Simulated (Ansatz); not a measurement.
The starting structures come from a database of crystals and need not be the phases stable at ambient conditions.

 Where the default PAW files enter, the runs use the earlier of Ansatz's two default sets.

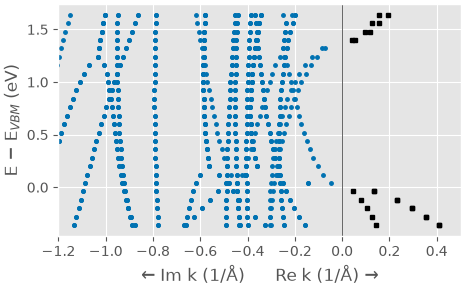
Figure. Complex bands at the centre of the two-dimensional zone; r2SCAN in Ansatz (a quantum-chemistry and plane-wave program)

No gap correction and no spin-orbit coupling; mid-gap values are interpolated between computed energies.

This is Hf3N4 (I-43d, not sure to be the ambient phase, 14 atoms a cell, 10.8 Å³ an atom, -2 GPa at this level) along the normal of (001). Read off the slowest decay at the centre of the two-dimensional zone at 0.68 eV, the computed energy nearest the middle of the gap.

κ ≈ 0.18 1/Å, a decay length 1/(2κ) of the density of 2.7 Å.
